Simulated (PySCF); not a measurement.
# C₂H₆BN: electronic excitations at several levels of theory

How much do the electronic excitations of C₂H₆BN (`[BH3-][N+]#CC`) depend on the level of theory, and what does each level cost?

The runs use PySCF 2.14.0, with density-fitted response routines of our own; the level of theory stands in each step. All values are computed, except where a source is named. Atoms count from 0, in the outputs and in this text.

### Step 1. The starting structure

10 atoms, charge 0, multiplicity 1; geometry from: GFN2-xTB.

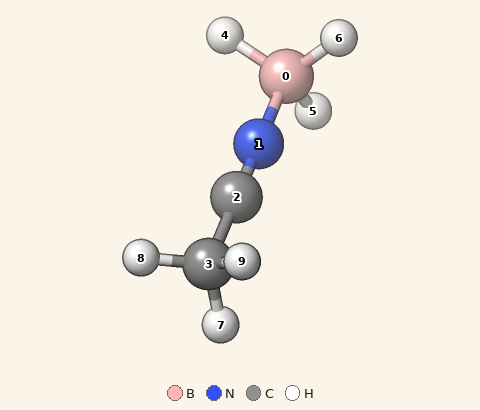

As it starts; boron pink, nitrogen blue, carbon grey, hydrogen white, atoms numbered.

### Step 2. Geometry optimisation at PBE0-D3(BJ)/def2-SVP

What the job is given:

```
{"job": {"xc": "PBE0", "basis": "def2-SVP", "d3": "d3bj", "grid": 1, "kind": "geom"}, "charge": 0, "multiplicity": 1}
B      2.026960    -0.083420     0.022470
N      0.575160    -0.029620     0.205720
C     -0.566290     0.019430     0.337100
C     -1.989880     0.083650     0.490370
H      2.395780     1.050580     0.034380
H      2.196900    -0.614370    -1.031880
H      2.450080    -0.718950     0.938040
H     -2.474200    -0.369480    -0.375290
H     -2.304380     1.124530     0.572830
H     -2.292360    -0.453040     1.389950
```

Output:

```text
step   0  E = -159.07841101  max force = 0.026094
step   1  E = -159.08159801  max force = 0.009056
step   2  E = -159.08175101  max force = 0.004920
step   3  E = -159.08180151  max force = 0.000544
step   4  E = -159.08180228  max force = 0.000042
optimisation converged
```

Run time: 7.7 s. Hardware: 1 thread, shared host.

Step by step:

| step | energy from step 0 (eV) | largest force component (eV/Å) |
| --- | --- | --- |
| 0 | 0.0000 | 1.3418 |
| 1 | -0.0867 | 0.4657 |
| 2 | -0.0909 | 0.2530 |
| 3 | -0.0923 | 0.0280 |
| 4 | -0.0923 | 0.0022 |

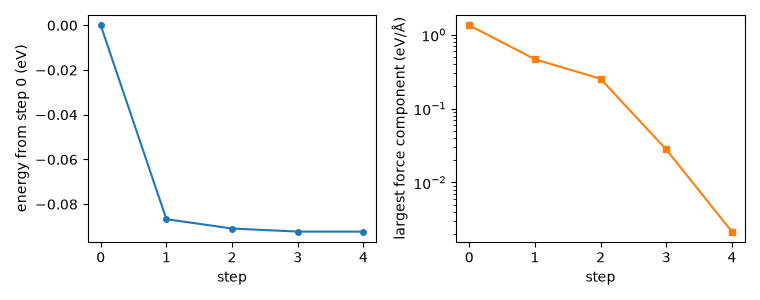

Energy and largest force along the relaxation.

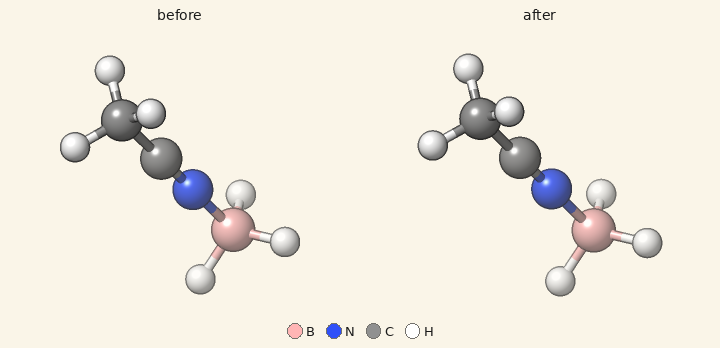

Before and after, at one scale.

Close pairs (by a distance rule), those that changed most:

| bond | before (Å) | after (Å) | change (Å) |
| --- | --- | --- | --- |
| B0–N1 | 1.464 | 1.531 | +0.067 |
| B0–H6 | 1.192 | 1.224 | +0.032 |
| B0–H4 | 1.193 | 1.224 | +0.031 |
| B0–H5 | 1.193 | 1.224 | +0.031 |
| C2–C3 | 1.433 | 1.447 | +0.013 |
| C3–H9 | 1.090 | 1.100 | +0.009 |
| C3–H8 | 1.090 | 1.100 | +0.009 |
| C3–H7 | 1.091 | 1.100 | +0.009 |

The end geometry stands in the next job.

| at the end point | value |
| --- | --- |
| point group (found at 0.08 Å tolerance) | C3v |
| rotational constants (GHz, main isotopes) | 68.107, 3.471, 3.471 |
| dipole moment (D) | 7.28 |

### Step 3. TDDFT and polarisability: PBE0/aug-cc-pVDZ

What the job is given:

```
{"job": {"kind": "uv", "xc": "PBE0", "basis": "aug-cc-pVDZ"}, "charge": 0, "multiplicity": 1}
B      2.071076    -0.084605     0.017325
N      0.551780    -0.021898     0.195849
C     -0.590138     0.025311     0.328682
C     -2.026041     0.084729     0.494592
H      2.458008     1.076473     0.033046
H      2.258344    -0.632831    -1.060850
H      2.492665    -0.738549     0.962081
H     -2.523963    -0.372309    -0.373015
H     -2.351382     1.131628     0.582352
H     -2.322577    -0.458640     1.403628
```

With the program's defaults for keys left out, this is: TDDFT PBE0/aug-cc-pVDZ, vertical, gas phase, core orbitals frozen in the response.

Output:

```text
coarse grid: 8040 points
cycle   1  E = -159.1353886373  dE =  3.398e-01  |g| = 4.202e-01  |ddm| = 9.072e+00
cycle   2  E = -159.0021512061  dE =  1.332e-01  |g| = 8.811e-01  |ddm| = 2.773e+00
cycle   3  E = -159.1937992474  dE = -1.916e-01  |g| = 1.098e-01  |ddm| = 1.637e+00
cycle   4  E = -159.1967004199  dE = -2.901e-03  |g| = 4.148e-02  |ddm| = 3.335e-01
cycle   5  E = -159.1970645793  dE = -3.642e-04  |g| = 8.266e-03  |ddm| = 7.833e-02
cycle   6  E = -159.1970853331  dE = -2.075e-05  |g| = 1.137e-03  |ddm| = 3.307e-02
cycle   7  E = -159.1970857577  dE = -4.246e-07  |g| = 2.201e-04  |ddm| = 5.103e-03
final grid: 76848 points
cycle   8  E = -159.2065610010  dE = -2.020e-05  |g| = 5.397e-03  |ddm| = 1.993e-01
cycle   9  E = -159.2065619940  dE = -9.930e-07  |g| = 5.239e-03  |ddm| = 3.212e-02
cycle  10  E = -159.2065694310  dE = -7.437e-06  |g| = 7.817e-04  |ddm| = 1.292e-02
cycle  11  E = -159.2065695446  dE = -1.136e-07  |g| = 2.772e-04  |ddm| = 1.563e-03
cycle  12  E = -159.2065695616  dE = -1.699e-08  |g| = 5.848e-05  |ddm| = 6.143e-04
cycle  13  E = -159.2065695626  dE = -1.028e-09  |g| = 8.652e-06  |ddm| = 2.156e-04
cycle  14  E = -159.2065695626  dE = -1.990e-11  |g| = 3.071e-06  |ddm| = 3.507e-05
converged SCF energy = -159.2065695626

Static polarisability (au): isotropic 55.726, principal 42.011 42.014 83.153

Singlet excitations
state   eV       nm        f      main configurations
  1   5.6757    218.4   0.00000   H->L+1 0.48, H-1->L+2 0.48
  2   5.8408    212.3   0.00638   H->L+2 0.37, H-1->L+1 0.37, H-1->L+2 0.12
  3   5.8411    212.3   0.00641   H-1->L+2 0.37, H->L+1 0.37, H->L+2 0.12
  4   6.1431    201.8   0.00372   H->L 0.97
  5   6.1436    201.8   0.00368   H-1->L 0.97
  6   6.7689    183.2   0.61582   H-1->L+1 0.46, H->L+2 0.46
  7   7.3192    169.4   0.02263   H->L+5 0.46, H->L+3 0.14, H-1->L+4 0.13
  8   7.3198    169.4   0.02252   H-1->L+5 0.46, H->L+4 0.14, H-1->L+3 0.13
  9   7.3551    168.6   0.00431   H-1->L+3 0.49, H->L+4 0.47
 10   7.3692    168.2   0.00023   H->L+3 0.59, H-1->L+4 0.36

Triplet excitations (Tamm-Dancoff, eV): 5.0656 5.3508 5.3511 5.6771
```

It took 8.5 s on 1 thread, shared host.

Frontier orbitals and where they lie:

| orbital | eV | atoms |
| --- | --- | --- |
| HOMO−3 | -11.43 | N1 45 %, C2 24 %, C3 13 % |
| HOMO−2 | -10.68 | B0 36 %, H6 15 %, H4 15 % |
| HOMO−1 | -7.62 | B0 43 %, H6 23 %, H4 11 % |
| HOMO | -7.62 | B0 43 %, H5 21 %, H4 15 % |
| LUMO | -0.68 | H7 24 %, H8 24 %, H9 24 % |
| LUMO+1 | -0.45 | C2 32 %, N1 29 %, C3 16 % |
| LUMO+2 | -0.45 | C2 32 %, N1 29 %, C3 16 % |

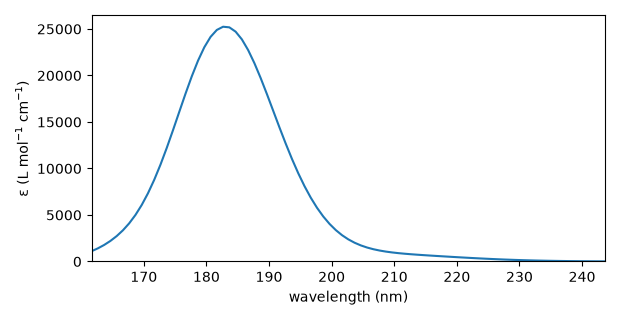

Absorption spectrum: each of the 10 states is a Gaussian band of 0.4 eV half-width at 1/e. Beyond the last state computed it falls off for lack of states.

Ground-state properties from the same run:

| property | computed |
| --- | --- |
| dipole moment (D) | 7.27 |
| polarisability (Å³) | 8.26 |
| HOMO–LUMO gap (eV) | 6.94 |
| −ε(HOMO) (eV) | 7.62 |

### Step 4. Ultraviolet spectrum: PBE0/def2-TZVPD

Settings changed since step 3:

```diff
@@ -1,2 +1,2 @@
-{"job": {"kind": "uv", "xc": "PBE0", "basis": "aug-cc-pVDZ"}, "charge": 0, "multiplicity": 1}
+{"job": {"kind": "uv", "xc": "PBE0", "basis": "def2-TZVPD"}, "charge": 0, "multiplicity": 1}
 B      2.071076    -0.084605     0.017325
```

Method: TDDFT PBE0/def2-TZVPD, vertical, gas phase, core orbitals frozen in the response.

Output:

```text
coarse grid: 8040 points
cycle   1  E = -159.1960422446  dE =  3.121e-01  |g| = 4.364e-01  |ddm| = 2.743e+00
cycle   2  E = -159.0624017798  dE =  1.336e-01  |g| = 8.993e-01  |ddm| = 1.079e+00
cycle   3  E = -159.2555764034  dE = -1.932e-01  |g| = 1.214e-01  |ddm| = 5.350e-01
cycle   4  E = -159.2588259736  dE = -3.250e-03  |g| = 4.502e-02  |ddm| = 1.424e-01
cycle   5  E = -159.2592362491  dE = -4.103e-04  |g| = 9.485e-03  |ddm| = 3.584e-02
cycle   6  E = -159.2592603522  dE = -2.410e-05  |g| = 1.378e-03  |ddm| = 1.218e-02
cycle   7  E = -159.2592609420  dE = -5.897e-07  |g| = 2.585e-04  |ddm| = 3.833e-03
final grid: 76848 points
cycle   8  E = -159.2507225646  dE = -3.946e-05  |g| = 5.459e-03  |ddm| = 1.728e-01
cycle   9  E = -159.2507230638  dE = -4.992e-07  |g| = 5.292e-03  |ddm| = 1.331e-02
cycle  10  E = -159.2507297536  dE = -6.690e-06  |g| = 1.207e-03  |ddm| = 5.759e-03
cycle  11  E = -159.2507300179  dE = -2.643e-07  |g| = 3.912e-04  |ddm| = 8.368e-04
cycle  12  E = -159.2507300506  dE = -3.261e-08  |g| = 7.450e-05  |ddm| = 3.554e-04
cycle  13  E = -159.2507300522  dE = -1.609e-09  |g| = 8.956e-06  |ddm| = 9.602e-05
cycle  14  E = -159.2507300522  dE = -2.251e-11  |g| = 2.569e-06  |ddm| = 2.396e-05
converged SCF energy = -159.2507300522

Static polarisability (au): isotropic 55.667, principal 41.902 41.905 83.194

Singlet excitations
state   eV       nm        f      main configurations
  1   5.6688    218.7   0.00000   H-1->L+1 0.34, H->L 0.30, H->L+1 0.15
  2   5.8339    212.5   0.00613   H->L+1 0.49, H-1->L 0.42
  3   5.8341    212.5   0.00617   H-1->L+1 0.49, H->L 0.40, H->L+2 0.09
  4   6.3145    196.3   0.00429   H->L+2 0.80, H->L 0.17
  5   6.3153    196.3   0.00426   H-1->L+2 0.82, H-1->L 0.15
  6   6.8098    182.1   0.64464   H->L+1 0.33, H-1->L 0.29, H-1->L+1 0.15
  7   7.5633    163.9   0.03197   H->L+3 0.94
  8   7.5638    163.9   0.03200   H-1->L+3 0.94
  9   8.1904    151.4   0.02809   H->L+4 0.94
 10   8.1909    151.4   0.02796   H-1->L+4 0.94

Triplet excitations (Tamm-Dancoff, eV): 5.0531 5.3361 5.3364 5.6701
```

Run time: 12 s. Hardware: 1 thread, shared host.

This run: HOMO -7.63 eV, LUMO -0.46 eV; lowest singlet 5.67 eV.

### Step 5. TDDFT and polarisability: PBE0/6-31+G*

Settings changed since step 4:

```diff
@@ -1,2 +1,2 @@
-{"job": {"kind": "uv", "xc": "PBE0", "basis": "def2-TZVPD"}, "charge": 0, "multiplicity": 1}
+{"job": {"kind": "uv", "xc": "PBE0", "basis": "6-31+G*"}, "charge": 0, "multiplicity": 1}
 B      2.071076    -0.084605     0.017325
```

With the program's defaults for keys left out, this is: TDDFT PBE0/6-31+G*, vertical, gas phase, core orbitals frozen in the response.

Output:

```text
coarse grid: 8040 points
cycle   1  E = -159.1648809355  dE =  3.261e-01  |g| = 4.175e-01  |ddm| = 3.123e+00
cycle   2  E = -159.0377398338  dE =  1.271e-01  |g| = 8.654e-01  |ddm| = 1.608e+00
cycle   3  E = -159.2222101064  dE = -1.845e-01  |g| = 1.109e-01  |ddm| = 8.951e-01
cycle   4  E = -159.2251471608  dE = -2.937e-03  |g| = 3.909e-02  |ddm| = 1.671e-01
cycle   5  E = -159.2254726164  dE = -3.255e-04  |g| = 7.660e-03  |ddm| = 3.411e-02
cycle   6  E = -159.2254904726  dE = -1.786e-05  |g| = 1.058e-03  |ddm| = 1.078e-02
cycle   7  E = -159.2254908410  dE = -3.684e-07  |g| = 1.940e-04  |ddm| = 3.092e-03
final grid: 76848 points
cycle   8  E = -159.1942729468  dE = -1.702e-05  |g| = 5.331e-03  |ddm| = 6.117e-02
cycle   9  E = -159.1942737384  dE = -7.916e-07  |g| = 5.326e-03  |ddm| = 1.205e-02
cycle  10  E = -159.1942811289  dE = -7.390e-06  |g| = 1.107e-03  |ddm| = 5.464e-03
cycle  11  E = -159.1942813808  dE = -2.518e-07  |g| = 2.319e-04  |ddm| = 8.918e-04
cycle  12  E = -159.1942813934  dE = -1.256e-08  |g| = 5.608e-05  |ddm| = 3.187e-04
cycle  13  E = -159.1942813943  dE = -9.509e-10  |g| = 6.490e-06  |ddm| = 7.753e-05
converged SCF energy = -159.1942813943

Static polarisability (au): isotropic 49.849, principal 36.355 36.358 76.834

Singlet excitations
state   eV       nm        f      main configurations
  1   5.7232    216.6   0.00000   H->L+1 0.48, H-1->L+2 0.48
  2   5.9015    210.1   0.00646   H->L+2 0.26, H-1->L+1 0.26, H->L+1 0.23
  3   5.9018    210.1   0.00650   H-1->L+2 0.26, H->L+1 0.26, H-1->L+1 0.23
  4   6.3651    194.8   0.00387   H->L 0.96
  5   6.3658    194.8   0.00384   H-1->L 0.96
  6   6.8513    181.0   0.60780   H-1->L+1 0.45, H->L+2 0.45
  7   7.5803    163.6   0.02242   H->L+3 0.91
  8   7.5807    163.6   0.02243   H-1->L+3 0.91
  9   7.8008    158.9   0.00022   H->L+4 0.44, H-1->L+5 0.40
 10   7.8009    158.9   0.00020   H->L+5 0.43, H-1->L+4 0.41

Triplet excitations (Tamm-Dancoff, eV): 5.0973 5.3914 5.3916 5.7253
```

Run time: 3.9 s. Hardware: 1 thread, shared host.

In short: HOMO -7.63 eV, LUMO -0.40 eV; lowest singlet 5.72 eV.

### Step 6. Comparing the runs: electronic excitations

Excitations and ground-state properties, with basis size and wall time:

| run | lowest singlet (eV) | brightest (eV) | f | gap (eV) | α (Å³) | μ (D) | functions | time |
| --- | --- | --- | --- | --- | --- | --- | --- | --- |
| PBE0/aug-cc-pVDZ | 5.68 | 6.77 | 0.616 | 6.94 | 8.26 | 7.27 | 146 | 8.5 s |
| PBE0/def2-TZVPD | 5.67 | 6.81 | 0.645 | 7.17 | 8.25 | 7.30 | 202 | 12 s |
| PBE0/6-31+G* | 5.72 | 6.85 | 0.608 | 7.23 | 7.39 | 7.35 | 84 | 3.9 s |

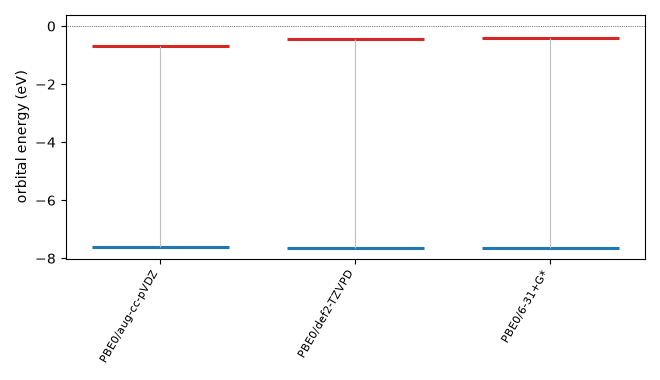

HOMO (blue) and LUMO (red) run by run.

### Step 7. What came out

| quantity | value |
| --- | --- |
| point group | C3v |
| rotational constants (main isotopes) | 68.11, 3.47, 3.47 GHz |
| lowest singlet (PBE0/aug-cc-pVDZ) | 5.68 eV (218 nm), f = 0.000 |
| brightest single state of those computed | state 6, 6.77 eV, f = 0.616 |
| lowest triplet | 5.07 eV |
| range of the lowest singlet | 5.67 to 5.72 eV |

Single values in the summary come from the first run of each kind that ended normally (PBE0/aug-cc-pVDZ), which need not be the best level. Relaxing lowered the energy by 0.092 eV in 4 steps; the close pair that moved most is B0–N1, from 1.464 to 1.531 Å. No frequency check was run at this level, so the end point may be a saddle. The first singlet state (HOMO→LUMO+1 0.48, HOMO−1→LUMO+2 0.48) lies at 5.68 eV and is dark; of the 10 states computed, the strongest absorption comes from state 6 at 6.77 eV. The lowest triplet lies 0.61 eV below the lowest singlet (triplets in Tamm-Dancoff, singlets in full TDDFT). The lowest singlet runs from 5.67 eV (PBE0/def2-TZVPD) to 5.72 eV (PBE0/6-31+G*), while the orbital gap spans 6.94 to 7.23 eV. The lowest state need not be the same one in every run.
